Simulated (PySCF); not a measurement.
**(H2In-mu-Cl)2 (Cl$_{2}$H$_{4}$In$_{2}$): what the electrons do**

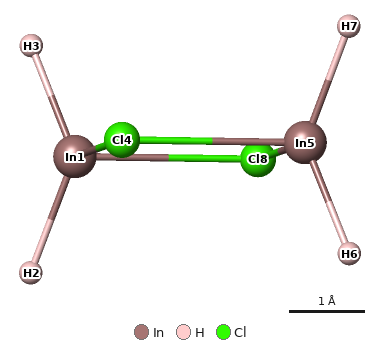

The molecule, with its atoms numbered as below. No frequency check shows the geometry to be a minimum.

Cartesian coordinates (Å):

```
In1     -1.8448   -0.0000    0.0000
H2      -2.5478    0.0066    1.5307
H3      -2.5478   -0.0065   -1.5308
Cl4      0.0002    1.6671    0.0000
In5      1.8447   -0.0000    0.0000
H6       2.5477   -0.0066    1.5308
H7       2.5477    0.0067   -1.5307
Cl8      0.0002   -1.6670   -0.0000
```

## 1. Bonding charge

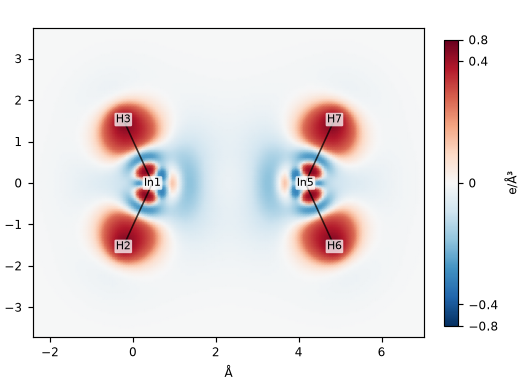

Deformation density (molecule less spherical, spin-averaged free atoms) in the plane of In1, H2, H3, In5, H6 and H7; colour scale in e/Å³, logarithmic beyond ±0.1; red: gain, blue: loss.

PySCF calculation, PBE0/def2-TZVP, gas phase; geometry: GFN2-xTB. Core potentials replace the inner electrons of In; spin–orbit coupling isn't included.

> How much density has each bond in this plane gained at its critical point, relative to the free atoms?

In1–H2, In1–H3, In5–H6 and In5–H7: +0.21 e/Å³ at the bond critical point (bond length 1.68 Å, Mayer order 0.9). In all, 1.7 electrons gather in the regions of gain relative to the promolecule.

> Where do the Hirshfeld charges lie?

The highest Hirshfeld charge is on In1 and In5 (+0.42 e), the lowest on Cl4 and Cl8 (−0.17 e).

| atom | charge (e) |
| --- | --- |
| In1 | +0.42 |
| H2 | −0.13 |
| H3 | −0.13 |
| Cl4 | −0.17 |
| In5 | +0.42 |
| H6 | −0.13 |
| H7 | −0.13 |
| Cl8 | −0.17 |

## 2. Local ionisation energy

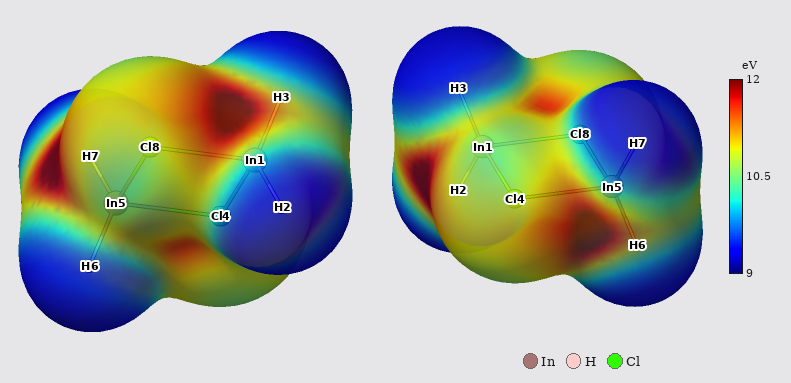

Average local ionisation energy on the surface of electron density 0.001 a.u. (back view left, front view right).

> Locate the minima of the map.

The lowest value is 9.2 eV, 1.5 Å from H6, and at like points elsewhere. Further minima include 10.5 eV, 2.1 Å from Cl4, and at like points elsewhere. For comparison, the highest occupied orbital lies at −8.2 eV.

> What volume does the surface enclose, and what is the dipole moment?

About 164 Å³; the dipole moment is 0.0 D.

## 3. Removing or adding an electron

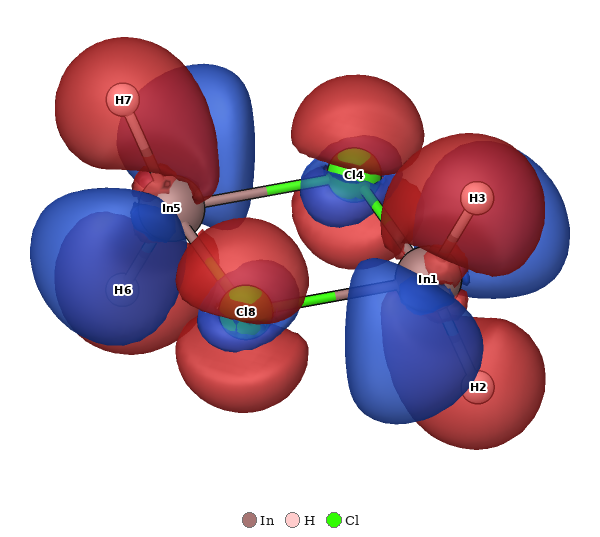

Dual descriptor f⁺ − f⁻ at ±0.01 e/Å³ (blue positive, red negative).

Level of theory: B3LYP/def2-SVP (PySCF), at a geometry from GFN2-xTB. Core potentials replace the inner electrons of In; spin–orbit coupling isn't included.

> Which atoms come out as electrophilic, and which as nucleophilic?

Electrophilic (positive): In1 and In5 (+0.18). Nucleophilic (negative): H2, H3, H6 and H7 (−0.07). f⁻ (Hirshfeld-condensed) is largest on In1 and In5 (0.14 each), Cl4 and Cl8 (0.13 each) and H2, H3, H6 and H7 (0.12 each); the vertical ionisation energy is 9.80 eV. f⁺ (Hirshfeld-condensed) is largest on In1 and In5 (0.32 each); the vertical electron affinity is −0.22 eV (the stability of the anion's solution wasn't checked; negative, but this basis has no diffuse functions, so it doesn't show that the anion is unbound).
